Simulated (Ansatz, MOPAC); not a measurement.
Dissociation curve of SeAl (cation, charge +1), lowest singlet found (which spin is the ground state isn't settled by this scan).

Methods: FCI = full CI/cc-pVDZ, cores with 3d frozen run with Ansatz (an electronic-structure program); PM6, restricted, heats of formation (MOPAC).

Energies are in eV, each relative to the lowest point of its own curve between 2.21 and 2.88 Å, where full CI is lowest.

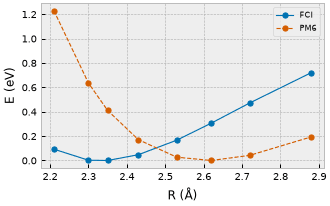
*Energy against bond length for each method.*

| R / Å | FCI | PM6 |
|---|---|---|
| 2.21 | 0.093 | 1.230 |
| 2.30 | 0.002 | 0.635 |
| 2.35 | 0.000 | 0.410 |
| 2.43 | 0.047 | 0.171 |
| 2.53 | 0.167 | 0.027 |
| 2.62 | 0.307 | 0.000 |
| 2.72 | 0.472 | 0.042 |
| 2.88 | 0.720 | 0.194 |

At the longest distance, 2.88 Å, FCI lies highest above its minimum (0.720 eV) and PM6 lowest (0.194 eV).

The scan ran from 1.74 to 8.17 Å; beyond the distances shown full CI changes its symmetry label. Also computed but left out beside FCI, since their determinant holds another spin at the minimum (<S²> over 0.7 above the pure value): UMP2, UKS-PBE, UKS-PBE0, UKS-B3LYP/6-31G*. The restricted form behind PM6 keeps the bonding electrons paired and can't separate into open-shell fragments.
